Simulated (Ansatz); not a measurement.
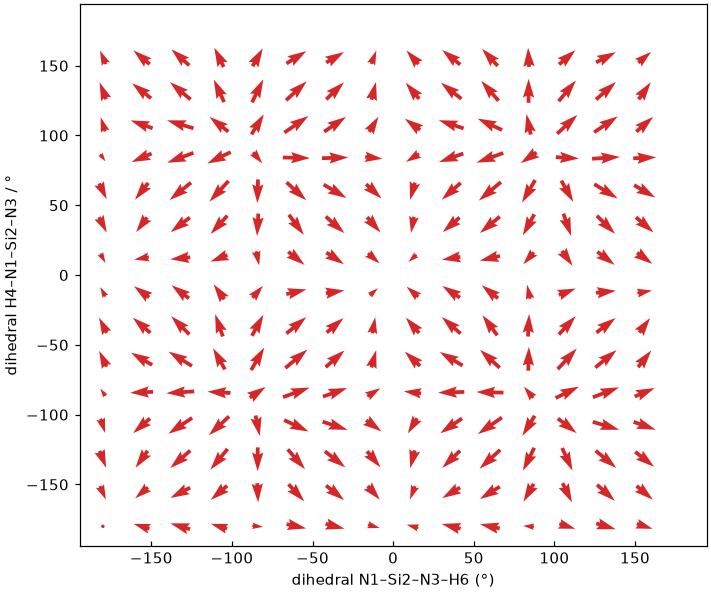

H4N2Si, SMILES N[Si]N. Coordinates scanned: (1) dihedral N1–Si2–N3–H6; (2) dihedral H4–N1–Si2–N3. Nothing is relaxed (all other coordinates rigid). The scan uses a 15 × 15 grid; 216 points were computed and 9 follow by symmetry. The calculation used RKS PBE0-D4/def2-TZVP in Ansatz.

In the figure: arrows along the force (downhill), their lengths compressed.

The arrows alone are given. Where are the wells?

The arrows converge at about dihedral N1–Si2–N3–H6 = 0°, dihedral H4–N1–Si2–N3 = 180°; dihedral N1–Si2–N3–H6 = −180°, dihedral H4–N1–Si2–N3 = −180° (0.20 kcal/mol up); about dihedral N1–Si2–N3–H6 = 0°, dihedral H4–N1–Si2–N3 = 0° (0.8 kcal/mol up); about dihedral N1–Si2–N3–H6 = −180°, dihedral H4–N1–Si2–N3 = 0° (1.5 kcal/mol up) (read from the interpolated surface).

The energy map of the same scan:

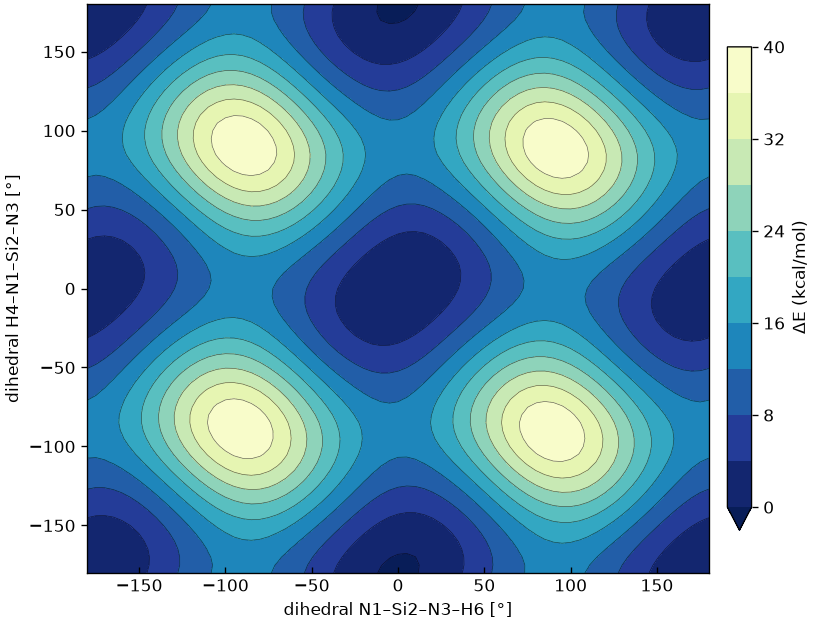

Energies are in kcal/mol, from the lowest grid point; between grid points the surface is interpolated.
